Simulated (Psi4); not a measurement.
# UMP2/6-31G (density fitting, density fitting for correlation, sweep point 3) run of SiPH3Cl (SMILES P[SiH]Cl)

What is the vertical doublet–quartet gap of SiPH3Cl at UMP2/6-31G (density fitting, density fitting for correlation, sweep point 3)? 

Program for the calculation: Psi4 1.11.

21 further runs of the same task are left out: 20 that didn't finish, 1 set aside as unsound or not needed.

## 1. The molecule

SiPH3Cl: 6 atoms, total charge 0, spin state doublet. SMILES: `P[SiH]Cl`. Geometry: relaxed at GFN2-xTB. This is one conformer, not always the lowest.

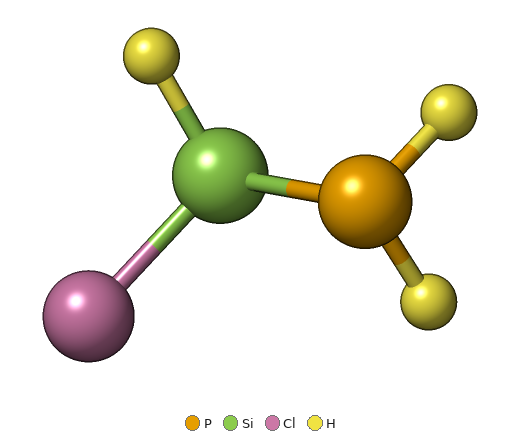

The structure, seen from a chosen angle (phosphorus amber, silicon green, chlorine pink, hydrogen yellow).

## 2. A single-point energy at UMP2/6-31G (density fitting, density fitting for correlation, sweep point 3)

File input.dat:

```
memory 1600 MB

molecule system {
  0 2
  P     -0.416120     0.339600    -1.149360
  Si     0.362920    -0.132060     0.895920
  Cl     1.453060    -1.845610     0.820500
  H     -1.414820    -0.622100    -1.156700
  H     -1.279720     1.333820    -0.722090
  H      1.294660     0.926350     1.311730
  symmetry c1
}

set basis 6-31G
set reference uhf
set puream true
set scf_type df
set num_frozen_docc 15
set maxiter 150

E, wfn = energy("mp2", return_wfn=True)
```

The run is started by

```sh
$ psi4 -i input.dat -o output.dat -n 1
```

output.dat, shortened:

```text
[...]
  Running in c1 symmetry.
[...]
  Nuclear repulsion =  183.010125253006549
[...]
  Multiplicity = 2
[...]
  Nalpha       = 25
  Nbeta        = 24
[...]
    Number of basis functions: 45
[...]
   @DF-UHF iter   1: -1090.71346856210789   -2.27607e-01   4.19447e-03 DIIS/ADIIS
[...]
   @DF-UHF iter  14: -1090.75554310190296   -4.09273e-12   9.43453e-09 DIIS
[...]
   @S^2 Observed:                7.549216087E-01
[...]
    Orbital Energies [Eh]
    ---------------------
    Alpha Occupied:
       1A   -104.812028     2A    -79.951350     3A    -68.843466
       4A    -10.556976     5A     -8.025657     6A     -8.021946
       7A     -8.020921     8A     -7.517720     9A     -6.213287
      10A     -5.410814    11A     -5.409847    12A     -5.408100
      13A     -4.321476    14A     -4.315656    15A     -4.313785
      16A     -1.122966    17A     -0.913732    18A     -0.721135
      19A     -0.568241    20A     -0.528204    21A     -0.519502
      22A     -0.495989    23A     -0.447238    24A     -0.426121
      25A     -0.328761
    Alpha Virtual:
[...]
  @DF-UHF Final Energy: -1090.75554310190296
   => Energetics <=
    Nuclear Repulsion Energy =            183.0101252530065494
    One-Electron Energy =               -1873.6461236327872939
    Two-Electron Energy =                 599.8804552778776724
    Total Energy =                      -1090.7555431019029584
  UHF NO Occupations:
  HONO-2 :   23  A 1.9996812
  HONO-1 :   24  A 1.9982661
[...]
 Multipole Moments:
 ------------------------------------------------------------------------------------
     Multipole            Electronic (a.u.)      Nuclear  (a.u.)        Total (a.u.)
 ------------------------------------------------------------------------------------
 L = 1.  Multiply by 2.5417464519 to convert [e a0] to [Debye]
 Dipole X            :          1.7984329           -2.7324995           -0.9340667
 Dipole Y            :         -2.6866220            3.4874070            0.8007850
 Dipole Z            :          0.7092188           -0.3868542            0.3223646
 Magnitude           :                                                    1.2718711
[...]
```

Wall time 3.6 s (1 thread of Intel Xeon Platinum 8488C (Sapphire Rapids), shared host); peak memory 0.19 GiB.

## 3. The quartet at the same level

File calc.in:

```
memory 1.6 GB

molecule mol {
  0 4
  P     -0.416120     0.339600    -1.149360
  Si     0.362920    -0.132060     0.895920
  Cl     1.453060    -1.845610     0.820500
  H     -1.414820    -0.622100    -1.156700
  H     -1.279720     1.333820    -0.722090
  H      1.294660     0.926350     1.311730
  symmetry c1
}

set {
  basis           6-31G
  reference       uhf
  puream          true
  scf_type        df
  num_frozen_docc 15
  maxiter         150
}

E, wfn = energy("mp2", return_wfn=True)
print_variables()
```

The run is started by

```sh
$ psi4 -i calc.in -o calc.out -n 1
```

calc.out, shortened:

```text
[...]
  Running in c1 symmetry.
[...]
  Nuclear repulsion =  183.010125253006549
[...]
  Multiplicity = 4
[...]
  Nalpha       = 26
  Nbeta        = 23
[...]
    Number of basis functions: 45
[...]
   @DF-UHF iter   1: -1090.45982984651801    2.60321e-02   4.69718e-03 DIIS/ADIIS
[...]
   @DF-UHF iter  26: -1090.51498699802687    1.50067e-11   7.70330e-09 DIIS
[...]
   @S^2 Observed:                3.757711565E+00
[...]
    Orbital Energies [Eh]
    ---------------------
    Alpha Occupied:
       1A   -104.762053     2A    -80.049848     3A    -68.826699
       4A    -10.509483     5A     -7.980615     6A     -7.972910
       7A     -7.972062     8A     -7.616038     9A     -6.196328
      10A     -5.519009    11A     -5.505860    12A     -5.504949
      13A     -4.303384    14A     -4.299448    15A     -4.297225
      16A     -1.096751    17A     -0.996274    18A     -0.731593
      19A     -0.626755    20A     -0.562146    21A     -0.536979
      22A     -0.523162    23A     -0.463337    24A     -0.427564
      25A     -0.348563    26A     -0.121135
    Alpha Virtual:
[...]
  @DF-UHF Final Energy: -1090.51498699802687
   => Energetics <=
    Nuclear Repulsion Energy =            183.0101252530065494
    One-Electron Energy =               -1873.1228594795124991
    Two-Electron Energy =                 599.5977472284789656
    Total Energy =                      -1090.5149869980268704
  UHF NO Occupations:
  HONO-2 :   24  A 1.0000000
  HONO-1 :   25  A 1.0000000
[...]
 Multipole Moments:
 ------------------------------------------------------------------------------------
     Multipole            Electronic (a.u.)      Nuclear  (a.u.)        Total (a.u.)
 ------------------------------------------------------------------------------------
 L = 1.  Multiply by 2.5417464519 to convert [e a0] to [Debye]
 Dipole X            :          1.2817218           -2.7324995           -1.4507777
 Dipole Y            :         -2.1374384            3.4874070            1.3499686
 Dipole Z            :         -1.4530863           -0.3868542           -1.8399405
 Magnitude           :                                                    2.7041731
[...]
```

Run time: 3 s. Hardware: 1 thread of Intel Xeon Platinum 8488C (Sapphire Rapids), shared host; peak memory 0.19 GiB.

## 4. Results

Level: UMP2/6-31G (density fitting, density fitting for correlation, sweep point 3), 15 core orbitals frozen.

| quantity | value |
| --- | --- |
| doublet: total energy | -1090.89234 Eh |
| doublet: HOMO energy (Hartree–Fock orbitals) (highest over α and β) | -8.95 eV |
| doublet: LUMO energy (Hartree–Fock orbitals) (lowest over α and β) | 0.24 eV |
| doublet: correlation energy (15 core orbitals frozen) | -136.8 mEh |
| doublet: ⟨S²⟩ of the reference determinant | 0.755 |
| quartet: total energy | -1090.64463 Eh |
| quartet: HOMO energy (Hartree–Fock orbitals) (highest over α and β) | -3.30 eV |
| quartet: LUMO energy (Hartree–Fock orbitals) (lowest over α and β) | -3.13 eV |
| quartet: correlation energy (15 core orbitals frozen) | -129.6 mEh |
| quartet: ⟨S²⟩ of the reference determinant | 3.758 |
| vertical energy of the quartet above the doublet | 6.741 eV |

**Reading.** At this shape the quartet lies 6.74 eV (650 kJ/mol) above the doublet.
